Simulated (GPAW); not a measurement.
# A GW chain in GPAW: LiH (Fm-3m), part 2 of 2

Aim: the G0W0 gap of LiH (Fm-3m) on PBE, step by step.

GPAW 26.7.0; PBE and many-body steps on it, plane waves. Known limits of the many-body steps: not at the basis limit.

So far. Step 3 (Bands along the symmetry lines): The gap is 2.999 eV, as in the run before at this level. Step 4 (Empty states on the mesh, 8×8×8 mesh, 261 bands): On this mesh the gap is 2.999 eV.

The database entry behind the starting cell differs from later determinations by our own check (the deuteride, about 0.2 % short), so it need not match the best structure at ambient conditions.

## Step 5: Screening and self-energy, 8×8×8 mesh, 116 bands, screening to 210 eV

Now the one-shot GW correction: screening in the RPA, then the self-energy of the levels asked for.

This step: G0W0 on PBE, plane waves, PAW.

run.py reads:

```python
import json
import numpy as np
from gpaw.mpi import world
from gpaw.response.g0w0 import G0W0

gw = G0W0('full.gpw',
    filename='gw',
    kpts=[0, 24],
    bands=(0, 3),
    ecut=210,
    nbands=116,
    integrate_gamma='WS',
    ppa=True)
gw.calculate()
res = {mode: {k: v for k, v in r.items() if k != 'sigma_eskwn'}
       for mode, r in gw.all_results.items()}

if world.rank == 0:
    with open('result.json', 'w') as f:
        json.dump(res, f, default=lambda x: x.tolist())
```

Started as:

```console
$ mpirun -n 4 gpaw python run.py
```

Numbers of over 12 decimals in the logs are rounded to 6 here.

Output:

```text
Using integrator: PointIntegrator
FrequencyGridDescriptor(from 0.000+0.000j to 0.000+27.211j eV, 2 points)
Nonperiodic BCs:  [False False False]
Using integrator: PointIntegrator
FrequencyGridDescriptor(from 0.000+0.000j to 0.000+27.211j eV, 2 points)
Nonperiodic BCs:  [False False False]
  ___  _ _ _
 |   || | | |
 | | || | | |
 |__ ||_____|
 |___|

BZ k-points: Symmetries present (total): 48

  [... matrices ...]
512 k-points: 8 x 8 x 8 Monkhorst-Pack grid + [1/16,1/16,1/16]
29 k-points in the irreducible part of the Brillouin zone
       k-points in crystal coordinates                weights
   0:     0.00000000    0.00000000    0.00000000          1/512
   1:     0.12500000    0.12500000    0.00000000          6/512
   2:     0.12500000    0.12500000    0.12500000          8/512
   3:     0.25000000    0.12500000    0.12500000         12/512
   4:     0.25000000    0.25000000    0.00000000          6/512
   5:     0.25000000    0.25000000    0.12500000         24/512
   6:     0.25000000    0.25000000    0.25000000          8/512
   7:     0.37500000    0.25000000   -0.37500000         24/512
   8:     0.37500000    0.25000000    0.12500000         24/512
   9:     0.37500000    0.25000000    0.25000000         24/512
          ...
  28:     0.50000000    0.50000000    0.50000000          4/512

Distributing spins, k-points and bands (1 x 2 x 3) over 4 processes
Number of blocks: 1

Quasi particle states:
k-points (IBZ indices): [0, 24]
Band range: (0, 3)
  [... matrices ...]
Computational parameters:
Plane wave cut-off: 210 eV
Number of bands: 116
Coulomb cutoff: None
Broadening: 0.1 eV

fxc modes: GW
Kernel: RPA
Using Godby-Needs plasmon-pole approximation:
  Fitting energy: i*E0, E0 = 1.000 Hartree
Summing all q:

Calculating screened Coulomb potential
No Coulomb truncation
FrequencyGridDescriptor(from 0.000+0.000j to 0.000+27.211j eV, 2 points)
Removing empty qpoint cache files...

Calculating chi0 body with:
    Ground state adapter containing:
    Number of spins: 1
    Number of kpoints: 512
    Number of irreducible kpoints: 29
    Number of completely occupied states: 1
    Number of partially occupied states: 1
    Occupied states memory: 0.088989 M / cpu

    Linear response parametrization:
    q_c: [0.0, 0.0, 0.0]
    Number of frequency points: 2
    Planewave cutoff: 210.0
    Number of bands: 116
    Number of planewaves: 113
    Broadening (eta): 1e-06
    comm.size: 4
    kncomm.size: 4
    blockcomm.size: 1

    Memory estimate of potentially large arrays:
        chi0_wGG: 0.389679 M / cpu
Integrating chi0 body.

Symmetries of q_c:
    Direct symmetries (Uq -> q): 48
    Indirect symmetries (TUq -> q): 0
In total 48 allowed symmetries.

  [... matrices ...]
29 groups of equivalent kpoints. 94.3359375% reduction.

Integral kind: response function
Integrating chi0 head and wings.

Symmetries of q_c:
    Direct symmetries (Uq -> q): 48
    Indirect symmetries (TUq -> q): 0
In total 48 allowed symmetries.

  [... matrices ...]
29 groups of equivalent kpoints. 94.3359375% reduction.

Integral kind: response function wings

Calculating chi0 body with:
    Ground state adapter containing:
    Number of spins: 1
    Number of kpoints: 512
    Number of irreducible kpoints: 29
    Number of completely occupied states: 1
    Number of partially occupied states: 1
    Occupied states memory: 0.088989 M / cpu

[... the further q-points ...]

Results:
f:      Occupation numbers
eps:     KS-eigenvalues [eV]
vxc:     KS vxc [eV]
exx:     Exact exchange [eV]
sigma:   Self-energies [eV]
dsigma:  Self-energy derivatives
Z:       Renormalization factors
qp:      QP-energies [eV]

k-point 0 (0): (0.000, 0.000, 0.000)                GW
band       f     eps     vxc     exx   sigma  dsigma       Z      qp
                                                                   GW
   0   1.000  -5.649  -9.929 -15.692   3.300  -0.405   0.712  -7.403
   1   0.000  15.084 -11.919  -4.899  -6.249  -0.454   0.688  15.614
   2   0.000  17.137  -8.503  -2.285  -5.231  -0.455   0.687  17.815

k-point 1 (24): (0.500, 0.500, 0.000)                GW
band       f     eps     vxc     exx   sigma  dsigma       Z      qp
                                                                   GW
   0   1.000  -0.369 -11.348 -14.549   1.331  -0.293   0.774  -1.816
   1   0.000   2.629  -7.632  -3.729  -3.200  -0.228   0.815   3.202
   2   0.000  10.217  -8.083  -2.612  -4.403  -0.281   0.780  11.051
```

Elapsed: 2.1 min, on 4 MPI ranks of Arm Neoverse V2, shared host; peak memory 0.84 GiB; 8.4 min of CPU time.

Numbers from this step:

- G0W0 gap on the points computed: 5.017 eV
- least direct G0W0 gap on the computed points: 5.017 eV
- Z at the valence top: 0.7736
- Z at the conduction bottom: 0.8146
- starting gap on the mesh: 2.999 eV
- k of the valence top: 0.5, 0.5, 0
- k of the conduction bottom: 0.5, 0.5, 0

The gap on the mesh goes from 3.00 eV to 5.02 eV, a correction of +2.02 eV.

Limits: finite bands, cutoff and mesh. v1 is the top filled band, c1 the lowest empty one. Levels before and after the correction, in eV, zero at the valence-band top of each column:

|  | conduction bottom | valence top |
| --- | --- | --- |
| Kohn-Sham | 3.00 | 0.00 |
| G0W0 | 5.02 | 0.00 |

|  | level | energy (eV) |
| --- | --- | --- |
| Kohn-Sham | (0.5 0.5 0) v1 | 0.000 |
| Kohn-Sham | (0.5 0.5 0) c1 | 2.999 |
| Kohn-Sham | (0.5 0.5 0) c2 | 10.586 |
| G0W0 | (0.5 0.5 0) v1 | 0.000 |
| G0W0 | (0.5 0.5 0) c1 | 5.017 |
| G0W0 | (0.5 0.5 0) c2 | 12.867 |

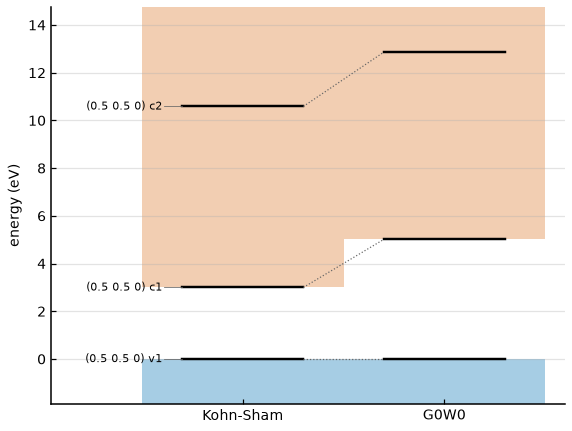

Levels before and after the correction. Shaded: valence and conduction bands.

## Step 6: Where the time went

Times are wall times on 4 MPI ranks of Arm Neoverse V2, shared host, good to a factor of about two.

| step | time | share | memory (GiB) |
| --- | --- | --- | --- |
| ground state | 3.5 s | 3 % | 0.55 |
| bands along the symmetry lines | 3.3 s | 2 % | 0.55 |
| empty states on the mesh | 5.3 s | 4 % | 0.75 |
| screening and self-energy | 2.1 min | 91 % | 0.84 |

## Step 7: Outcome

| Item | Value |
| --- | --- |
| PBE gap | 3.00 eV, direct |
| G0W0 gap on the mesh | 5.02 eV |
| GW settings | 8×8×8 mesh, 116 bands, screening to 210 eV, Godby-Needs plasmon pole |
| known limits | not at the basis limit |

**Reading.** G0W0 moves the gap on the mesh from 3.00 eV to 5.02 eV (+2.02 eV), with Z of 0.77 and 0.81 at the edges. Only 2 of the mesh's irreducible points were corrected, so a valley elsewhere could overtake. The dearest step here is «screening and self-energy». Bands and cutoff are finite, so the gap is not at the basis limit. The miss can reach some tenths of an eV and take either sign; the mesh is an error of its own. These stock PAW sets were not made for GW. In the G0W0 run levels were corrected at 2 k points alone, so a gap called «on the mesh» is the least over those, and an edge elsewhere would be missed.

[Paths, hosts, dates, memory and timing lines, banners, echoed tables and standing remarks are left out of the program output.]

[Logs are printed without paths, hosts, clocks, repeated set-up lines and the standing remarks that a program may print on its own settings, such as how far it seeks lower states.]

[Runs of the session that timed out or met a known fault of the program may be left out.]

[Hosts, paths, dates, database ids (printed as entryN), source tags and the programs' standing remarks are cut or masked in the printed files.]
